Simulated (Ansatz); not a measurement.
# Ligand exchange: AlBr3 + SnH(CH3)3 → AlHBr2 + Sn(CH3)3Br

Species: AlBr3 (aluminum bromide) `[Br][Al]([Br])[Br]`, singlet; SnH(CH3)3, singlet; AlHBr2 `[Br][AlH][Br]`, singlet; Sn(CH3)3Br (trimethyltin bromide), singlet. The partners trade Br for H: Al–Br and Sn–H bonds give way to Al–H and Sn–Br.

Shapes, held fixed at every level: PBE0-D4/def2-TZVP. Programs: Ansatz 0.2.0. The zero-point and thermal change to 298 K, harmonic and unscaled (PBE0-D4/def2-TZVP), is +0.1 kJ/mol.

```
                level                    kind  ΔH(298 K) (kJ/mol)  less CCSD(T)/def2-TZVPP
     SPW92/def2-TZVPP                     LDA               +27.6                      0.0
   PBE0-D4/def2-TZVPP           global hybrid               +23.5                     -4.1
r2SCAN0-D4/def2-TZVPP           global hybrid               +24.8                     -2.8
   wB97M-V/def2-TZVPP  range-separated hybrid               +22.9                     -4.7
    B2PLYP/def2-TZVPP           double hybrid               +22.4                     -5.2
        CCSD/def2-SVP   coupled cluster or CI               +27.7                     +0.1
      CCSD/def2-TZVPP   coupled cluster or CI               +27.2                     -0.4
   CCSD(T)/def2-TZVPP   coupled cluster or CI               +27.6                      0.0
```

The highest level, CCSD(T)/def2-TZVPP, gives ΔH(298 K) = +27.6 kJ/mol; the levels span +22.4 to +27.7. The column of differences is taken from that level and isn't an error. No measured value is set beside it here. For atoms past krypton def2 sets carry core potentials with scalar relativity. Relativity is left out for Br. Outer-core shells of Br, Sn are correlated, in sets that cover them unevenly.

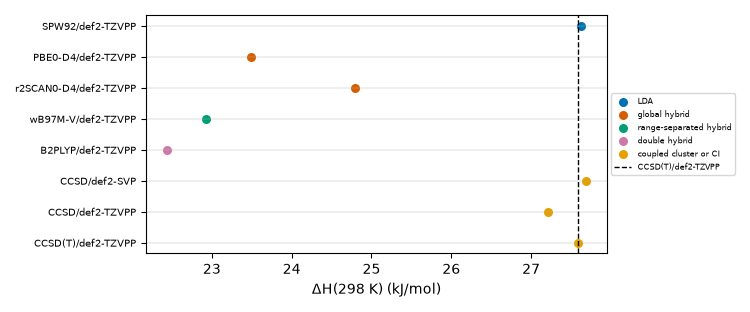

The values of the table, level by level.
